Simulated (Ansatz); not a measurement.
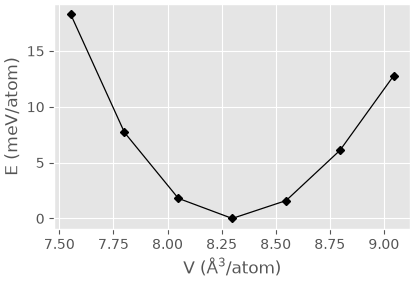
*LiC₆ in space group P6/mmm (No. 191; C on 6j, Li on 1b) under volume change, the program Ansatz at the r²SCAN+D4 level (PAW), shape and atoms relaxed at each volume.*

**Question.** What does a third-order Birch–Murnaghan fit give for V₀, B₀ and B′?

**Answer.** V₀ = 8.30 Å³/atom, B₀ = 72.1 GPa, B′ = 5.1.

A made-up cell: these elements were put on the sites of a structure type; the Crystallography Open Database copy checked does not list it. Its standing as an ambient phase is unchecked. The cell was relaxed with r²SCAN+D4 under the symmetry of its start; whether a distortion lowers the energy is not shown.

Potentials: the later of the program's two PAW sets.
